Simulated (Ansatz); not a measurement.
# SiC, response to strain

Base system: SiC in the wurtzite structure (space group P6_3mc, No. 186; a = 3.0920 Å, c = 5.0743 Å).

Strains are applied to the cell and any free atomic positions relax.

Level of theory: PBE in Ansatz (plane waves to 420 eV, PAW, scalar-relativistic without spin-orbit coupling).

Notes on the quantities. pressure: mean of the normal stresses, compression positive.

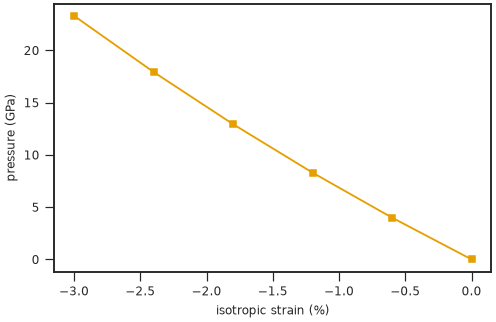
Figure: Pressure against isotropic strain

```tsv
isotropic strain (%)	pressure
-3	23.30 GPa
-2.4	17.93 GPa
-1.8	12.94 GPa
-1.2	8.30 GPa
-0.6	3.99 GPa
```

Stability against distortions was not tested.

Ansatz is a quantum-chemistry and plane-wave program.
